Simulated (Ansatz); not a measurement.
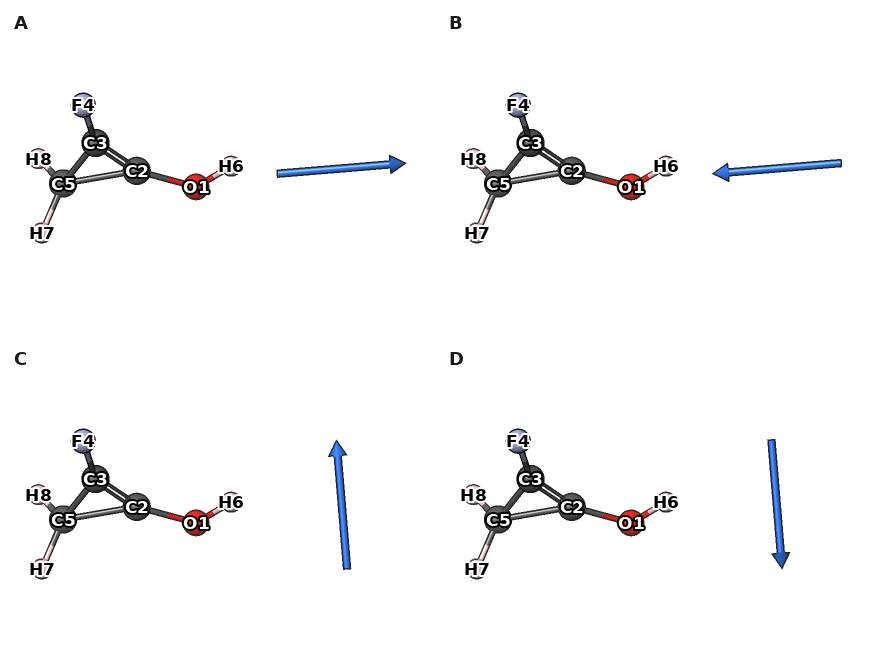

The same molecule four times, each with an arrow. The geometry was computed by an optimisation with PBE0-D4/def2-TZVP. Properties computed with RKS PBE0-D4/def2-TZVP (Ansatz 0.2.0).

Question: Which arrow points along the dipole moment, from the negative to the positive end?

Answer: A. The dipole moment is 1.40 D; it points from the side of H7, H8 to the side of H6 (the outermost atoms at the two ends).
